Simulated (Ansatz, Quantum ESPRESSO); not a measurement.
# NaBe3 (Fm-3m): zone-centre phonons, part 2 of 3

Aim: the zone-centre modes of NaBe3 (Fm-3m).

Quantum ESPRESSO 7.5; DFT LDA, scalar-relativistic, plane waves, PseudoDojo norm-conserving pseudopotentials.

So far. Step 2 (A probe with smearing): No gap opens on this mesh, so smearing is kept; the start stands at -12 GPa. Step 4 (Self-consistent run for the response): The cell stands at -0.018 GPa, close enough for phonons. The relaxed cell has a = 5.651 Å (conventional setting).

The structure was built from a prototype and need not be the compound's stable phase.

## (5) Linear response at Γ

At q = 0 one unit cell holds all displacements; symmetry groups them into irreducible representations that are solved one by one. With smeared occupations no response to a homogeneous field can be asked.

Contents of ph.in:

```
phonons
&INPUTPH
  prefix       = 'x'
  outdir       = './tmp'
  fildyn       = 'g.dyn'
  tr2_ph       = 1.0d-18
  alpha_mix(1) = 0.4
  nmix_ph      = 8
/
0.000000000000 0.000000000000 0.000000000000
```

Run with:

```console
$ OMP_NUM_THREADS=1 mpirun -n 4 ph.x -nk 4 -in ph.in > ph.out
```

What it wrote:

```text
[banners, grids, parts of the stress and lines that vanish by symmetry left out]
[banner, memory and clock lines left out]
Program PHONON v.7.5

     ./tmp/x.save/

     IMPORTANT: XC functional enforced from input :
     Exchange-correlation= PW
                           (   1   4   0   0   0   0   0)
     Any further DFT definition will be discarded
     Please, verify this is what you really want

     G-vector sticks info

     Reading collected, re-writing distributed wavefunctions in ./tmp/

     Number and degeneracy of irreps per q-point
       N         xq(1)         xq(2)         xq(3)   N irreps
       1   0.000000000   0.000000000   0.000000000       4
        3   3   3   3

     Calculation of q =    0.0000000   0.0000000   0.0000000

     phonons

     bravais-lattice index     =            2
     lattice parameter (alat)  =      10.6796  a.u.
     unit-cell volume          =     304.5158 (a.u.)^3
     number of atoms/cell      =            4
     number of atomic types    =            2
     kinetic-energy cut-off    =      88.0000  Ry
     charge density cut-off    =     352.0000  Ry
     convergence threshold     =      1.0E-18
     beta                      =       0.4000
     number of iterations used =            8
     Exchange-correlation= PW
                           (   1   4   0   0   0   0   0)

     celldm(1)=   10.67964  celldm(2)=    0.00000  celldm(3)=    0.00000
     celldm(4)=    0.00000  celldm(5)=    0.00000  celldm(6)=    0.00000

     crystal axes: (cart. coord. in units of alat)
               a(1) = ( -0.5000  0.0000  0.5000 )
               a(2) = (  0.0000  0.5000  0.5000 )
               a(3) = ( -0.5000  0.5000  0.0000 )

     reciprocal axes: (cart. coord. in units 2 pi/alat)
               b(1) = ( -1.0000 -1.0000  1.0000 )
               b(2) = (  1.0000  1.0000  1.0000 )
               b(3) = ( -1.0000  1.0000 -1.0000 )

     Atoms inside the unit cell:

     Cartesian axes

     site n.  atom      mass           positions (alat units)
        1  Na     22.9898   tau(    1) = (    0.00000    0.00000    0.00000  )
        2  Be      9.0122   tau(    2) = (   -0.50000    0.50000    0.50000  )
        3  Be      9.0122   tau(    3) = (   -0.75000    0.75000    0.75000  )
        4  Be      9.0122   tau(    4) = (   -0.25000    0.25000    0.25000  )

     Computing dynamical matrix for
                    q = (   0.0000000   0.0000000   0.0000000 )

     49 Sym.Ops. (with q -> -q+G )

     G cutoff = 1016.9420  (  34015 G-vectors)     FFT grid: ( 45, 45, 45)

     number of k points=    29  Marzari-Vanderbilt smearing, width (Ry)=  0.0200
                       cart. coord. in units 2pi/alat
        k(    1) = (   0.0000000   0.0000000   0.0000000), wk =   0.0039062
        k(    2) = (  -0.1250000   0.1250000  -0.1250000), wk =   0.0312500
        k(    3) = (  -0.2500000   0.2500000  -0.2500000), wk =   0.0312500
        [... further k-points left out ...]

     PseudoPot. # 1 for Na read from file:
     ./pseudo/Na.upf
     Pseudo is Norm-conserving, Zval =  9.0
     Using radial grid of 1968 points,  4 beta functions with:
                l(1) =   0
                l(2) =   0
                l(3) =   1
                l(4) =   1

     PseudoPot. # 2 for Be read from file:
     ./pseudo/Be.upf
     Pseudo is Norm-conserving, Zval =  4.0
     Using radial grid of 1358 points,  4 beta functions with:
                l(1) =   0
                l(2) =   0
                l(3) =   1
                l(4) =   1

     Mode symmetry, O_h (m-3m)  point group:

     Atomic displacements:
     There are    4 irreducible representations

     Representation     1      3 modes -  To be done

     Representation     2      3 modes -  To be done

     Representation     3      3 modes -  To be done

     Representation     4      3 modes -  To be done

     Alpha used in Ewald sum =   2.8000

     Representation #   1 modes #   1   2   3

     Self-consistent Calculation
      iter #   1   av.it.:   5.8
      thresh= 1.000E-02 alpha_mix =  0.400 |ddv_scf|^2 =  2.238E-07
      iter #   2   av.it.:  12.0
      thresh= 4.731E-05 alpha_mix =  0.400 |ddv_scf|^2 =  2.402E-08
      iter #   3   av.it.:  12.7
      thresh= 1.550E-05 alpha_mix =  0.400 |ddv_scf|^2 =  1.131E-09
      iter #   4   av.it.:  12.8
      thresh= 3.363E-06 alpha_mix =  0.400 |ddv_scf|^2 =  7.712E-13
      iter #   5   av.it.:  12.4
      thresh= 8.782E-08 alpha_mix =  0.400 |ddv_scf|^2 =  2.400E-13
      iter #   6   av.it.:  13.1
      thresh= 4.899E-08 alpha_mix =  0.400 |ddv_scf|^2 =  6.936E-17
      iter #   7   av.it.:  13.7
      thresh= 8.328E-10 alpha_mix =  0.400 |ddv_scf|^2 =  1.037E-17
      iter #   8   av.it.:  13.7
      thresh= 3.221E-10 alpha_mix =  0.400 |ddv_scf|^2 =  7.045E-20

     End of self-consistent calculation

     Convergence has been achieved

     Representation #   2 modes #   4   5   6

     Self-consistent Calculation
      iter #   1   av.it.:   5.7
      thresh= 1.000E-02 alpha_mix =  0.400 |ddv_scf|^2 =  9.847E-08
      iter #   2   av.it.:  12.1
      thresh= 3.138E-05 alpha_mix =  0.400 |ddv_scf|^2 =  1.912E-08
      iter #   3   av.it.:  13.1
      thresh= 1.383E-05 alpha_mix =  0.400 |ddv_scf|^2 =  5.190E-10
      iter #   4   av.it.:  13.7
      thresh= 2.278E-06 alpha_mix =  0.400 |ddv_scf|^2 =  1.066E-11
      iter #   5   av.it.:  13.8
      thresh= 3.266E-07 alpha_mix =  0.400 |ddv_scf|^2 =  2.891E-13
      iter #   6   av.it.:  13.9
      thresh= 5.376E-08 alpha_mix =  0.400 |ddv_scf|^2 =  4.686E-14
[...]
End of self-consistent calculation

     Convergence has been achieved

     Representation #   3 modes #   7   8   9

     Self-consistent Calculation
[...]
End of self-consistent calculation

     Convergence has been achieved

     Representation #   4 modes #  10  11  12

     Self-consistent Calculation
[...]
iter #   3   av.it.:  13.1
      thresh= 4.257E-05 alpha_mix =  0.400 |ddv_scf|^2 =  2.038E-09
      iter #   4   av.it.:  14.1
      thresh= 4.515E-06 alpha_mix =  0.400 |ddv_scf|^2 =  3.236E-11
      iter #   5   av.it.:  13.9
      thresh= 5.688E-07 alpha_mix =  0.400 |ddv_scf|^2 =  7.389E-13
      iter #   6   av.it.:  13.8
      thresh= 8.596E-08 alpha_mix =  0.400 |ddv_scf|^2 =  8.395E-14
      iter #   7   av.it.:  14.4
      thresh= 2.897E-08 alpha_mix =  0.400 |ddv_scf|^2 =  1.473E-16
      iter #   8   av.it.:  13.7
      thresh= 1.214E-09 alpha_mix =  0.400 |ddv_scf|^2 =  2.671E-17
      iter #   9   av.it.:  14.0
      thresh= 5.168E-10 alpha_mix =  0.400 |ddv_scf|^2 =  4.290E-20

     End of self-consistent calculation

     Convergence has been achieved

     Number of q in the star =    1
     List of q in the star:
          1   0.000000000   0.000000000   0.000000000

     Diagonalizing the dynamical matrix

     q = (    0.000000000   0.000000000   0.000000000 )

 **************************************************************************
     freq (    1) =       0.231712 [THz] =       7.729070 [cm-1]
     freq (    2) =       0.231712 [THz] =       7.729070 [cm-1]
     freq (    3) =       0.231712 [THz] =       7.729070 [cm-1]
     freq (    4) =       5.171870 [THz] =     172.515018 [cm-1]
     freq (    5) =       5.171870 [THz] =     172.515018 [cm-1]
     freq (    6) =       5.171870 [THz] =     172.515018 [cm-1]
     freq (    7) =      10.651352 [THz] =     355.290850 [cm-1]
     freq (    8) =      10.651352 [THz] =     355.290850 [cm-1]
     freq (    9) =      10.651352 [THz] =     355.290850 [cm-1]
     freq (   10) =      13.300458 [THz] =     443.655524 [cm-1]
     freq (   11) =      13.300458 [THz] =     443.655524 [cm-1]
     freq (   12) =      13.300458 [THz] =     443.655524 [cm-1]
 **************************************************************************

     Mode symmetry, O_h (m-3m)  point group:

     freq (   1-   3) =          7.7  [cm-1]   --> T_1u G_15  G_4- I
     freq (   4-   6) =        172.5  [cm-1]   --> T_2g G_25' G_5+ R
     freq (   7-   9) =        355.3  [cm-1]   --> T_1u G_15  G_4- I
     freq (  10-  12) =        443.7  [cm-1]   --> T_1u G_15  G_4- I
```

The job ended after 4.5 min (4 MPI ranks of Arm Neoverse V1, shared host; 18 min of CPU time).

This step gave:

```yaml
largest_acoustic_frequency_at_the_zone_centre_before_the_sum_rule: 7.73 cm⁻¹
highest_optical_zone_centre_mode_no_lo_to_term: 443.7 cm⁻¹
lowest_optical_zone_centre_mode: 172.5 cm⁻¹
```

The acoustic modes at Γ come out as far as 7.7 cm⁻¹ from zero, where they should vanish, a small numerical error.

## (6) Zone-centre analysis

A rigid shift of the crystal must cost nothing, but grids and finite bases break this; the acoustic sum rule is imposed before the matrix is diagonalised again.

Contents of dynmat.in:

```
&INPUT
  fildyn = 'g.dyn'
  asr    = 'simple'
  fileig = 'dynmat.eig'
/
```

Run with:

```console
$ dynmat.x -in dynmat.in > dynmat.out
```

What it wrote:

```text
[banner, memory and clock lines left out]
Program DYNMAT v.7.5

     Reading Dynamical Matrix from file g.dyn
     ...Force constants read
     ...epsilon and Z* not read (not found on file)
     A direction for q was not specified:TO-LO splitting will be absent

     Polarizability (A^3 units)
     multiply by 1.000000 for Clausius-Mossotti correction
         0.000000    0.000000    0.000000
         0.000000    0.000000    0.000000
         0.000000    0.000000    0.000000

     IR activities are in (D/A)^2/amu units

# mode   [cm-1]    [THz]      IR
    1     -0.00   -0.0000    0.0000
    2     -0.00   -0.0000    0.0000
    3      0.00    0.0000    0.0000
    4    172.47    5.1706    0.0000
    5    172.47    5.1706    0.0000
    6    172.47    5.1706    0.0000
    7    355.25   10.6500    0.0000
    8    355.25   10.6500    0.0000
    9    355.25   10.6500    0.0000
   10    443.60   13.2988    0.0000
   11    443.60   13.2988    0.0000
   12    443.60   13.2988    0.0000

[end of the log left out, with the tail of the file of modes that dynmat.x writes under the same name]
```

Elapsed: 0.46 s, on 1 thread.

Read from the output:

```yaml
highest_optical_zone_centre_mode_no_lo_to_term: 443.6 cm⁻¹
```

Unit eigenvectors of the mass-weighted matrix after the sum rule; no LO-TO term. The modes at Γ (shares of kinetic energy by element, %):

| mode | frequency (cm⁻¹) | symmetry | Na % | Be % |
| --- | --- | --- | --- | --- |
| 1 | 0.0 | acoustic | 46 | 54 |
| 2 | 0.0 | acoustic | 46 | 54 |
| 3 | 0.0 | acoustic | 46 | 54 |
| 4 | 172.5 | T2g | 0 | 100 |
| 5 | 172.5 | T2g | 0 | 100 |
| 6 | 172.5 | T2g | 0 | 100 |
| 7 | 355.2 | T1u | 21 | 79 |
| 8 | 355.2 | T1u | 21 | 79 |
| 9 | 355.2 | T1u | 21 | 79 |
| 10 | 443.6 | T1u | 33 | 67 |
| 11 | 443.6 | T1u | 33 | 67 |
| 12 | 443.6 | T1u | 33 | 67 |

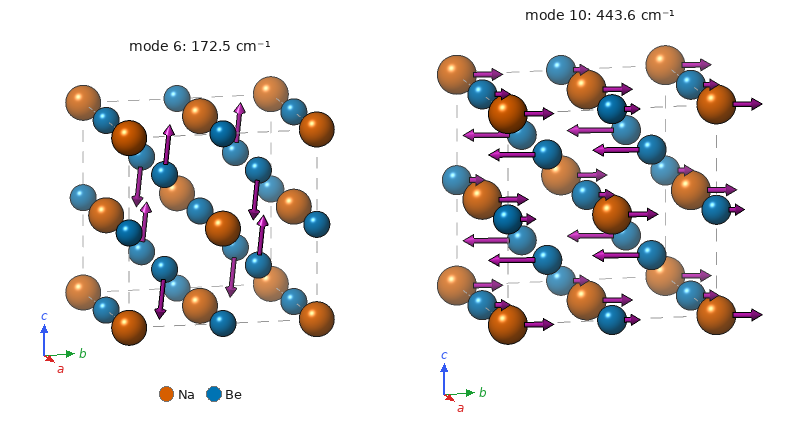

Displacement patterns of modes 6 and 10 at Γ; arrows are exaggerated. Some periodic images of atoms are drawn too.

The rule moves no optical mode by more than 0.1 cm⁻¹.

## (7) Sum rules set otherwise (asr no)

Without the rule the raw error of the acoustic modes shows.

Contents of dynmat.in:

```
&INPUT
  fildyn = 'g.dyn'
  asr    = 'no'
  fileig = 'dynmat.eig'
/
```

Run with:

```console
$ dynmat.x -in dynmat.in > dynmat.out
```

What it wrote:

```text
[banner, memory and clock lines left out]
Program DYNMAT v.7.5

     Reading Dynamical Matrix from file g.dyn
     ...Force constants read
     ...epsilon and Z* not read (not found on file)
     A direction for q was not specified:TO-LO splitting will be absent

     Polarizability (A^3 units)
     multiply by 1.000000 for Clausius-Mossotti correction
         0.000000    0.000000    0.000000
         0.000000    0.000000    0.000000
         0.000000    0.000000    0.000000

     IR activities are in (D/A)^2/amu units

# mode   [cm-1]    [THz]      IR
    1      7.73    0.2317    0.0000
    2      7.73    0.2317    0.0000
    3      7.73    0.2317    0.0000
    4    172.52    5.1719    0.0000
    5    172.52    5.1719    0.0000
    6    172.52    5.1719    0.0000
    7    355.29   10.6514    0.0000
    8    355.29   10.6514    0.0000
    9    355.29   10.6514    0.0000
   10    443.66   13.3005    0.0000
   11    443.66   13.3005    0.0000
   12    443.66   13.3005    0.0000

[end of the log left out, with the tail of the file of modes that dynmat.x writes under the same name]
```

It took 0.45 s on 1 thread.

Read from the output:

| Quantity | Value |
| --- | --- |
| highest optical zone-centre mode (no LO-TO term) | 443.7 cm⁻¹ |

Zone-centre frequencies as printed; negative means imaginary. Modes:

| mode | frequency (cm⁻¹) |
| --- | --- |
| 1 | 7.73 |
| 2 | 7.73 |
| 3 | 7.73 |
| 4 | 172.5 |
| 5 | 172.5 |
| 6 | 172.5 |
| 7 | 355.3 |
| 8 | 355.3 |
| 9 | 355.3 |
| 10 | 443.7 |
| 11 | 443.7 |
| 12 | 443.7 |

Against the first rule no mode moves by more than 7.8 cm⁻¹.

## (8) Sum rules set otherwise (asr crystal)

The rule can be imposed in more than one way; the choices should agree where the raw error is small.

Contents of dynmat.in:

```
&INPUT
  fildyn = 'g.dyn'
  asr    = 'crystal'
  fileig = 'dynmat.eig'
/
```

Run with:

```console
$ dynmat.x -in dynmat.in > dynmat.out
```

What it wrote:

```text
[banner, memory and clock lines left out]
Program DYNMAT v.7.5

     Reading Dynamical Matrix from file g.dyn
     ...Force constants read
     ...epsilon and Z* not read (not found on file)
     Acoustic Sum Rule: || Z*(ASR) - Z*(orig)|| =    0.000000E+00
     Acoustic Sum Rule: ||dyn(ASR) - dyn(orig)||=    2.262250E-04
     A direction for q was not specified:TO-LO splitting will be absent

     Polarizability (A^3 units)
     multiply by 1.000000 for Clausius-Mossotti correction
         0.000000    0.000000    0.000000
         0.000000    0.000000    0.000000
         0.000000    0.000000    0.000000

     IR activities are in (D/A)^2/amu units

# mode   [cm-1]    [THz]      IR
    1     -0.00   -0.0000    0.0000
    2     -0.00   -0.0000    0.0000
    3     -0.00   -0.0000    0.0000
    4    172.52    5.1719    0.0000
    5    172.52    5.1719    0.0000
    6    172.52    5.1719    0.0000
    7    355.32   10.6522    0.0000
    8    355.32   10.6522    0.0000
    9    355.32   10.6522    0.0000
   10    443.69   13.3016    0.0000
   11    443.69   13.3016    0.0000
   12    443.69   13.3016    0.0000

[end of the log left out, with the tail of the file of modes that dynmat.x writes under the same name]
```

Run time: 0.45 s. Hardware: 1 thread.

Zone-centre frequencies as printed; negative means imaginary. Modes:

| mode | frequency (cm⁻¹) |
| --- | --- |
| 1 | 0 |
| 2 | 0 |
| 3 | 0 |
| 4 | 172.5 |
| 5 | 172.5 |
| 6 | 172.5 |
| 7 | 355.3 |
| 8 | 355.3 |
| 9 | 355.3 |
| 10 | 443.7 |
| 11 | 443.7 |
| 12 | 443.7 |

Against the first rule no mode moves by more than 0.1 cm⁻¹.

[end of part 2 of 3]

[Host names and launcher messages were left out of these logs when they were recorded.]

[Logs are printed without paths, hosts, clocks, repeated set-up lines and the standing remarks that a program may print on its own settings, such as how far it seeks lower states.]

[Hosts, paths, dates, database ids (printed as entryN), source tags and the programs' standing remarks are cut or masked in the printed files.]
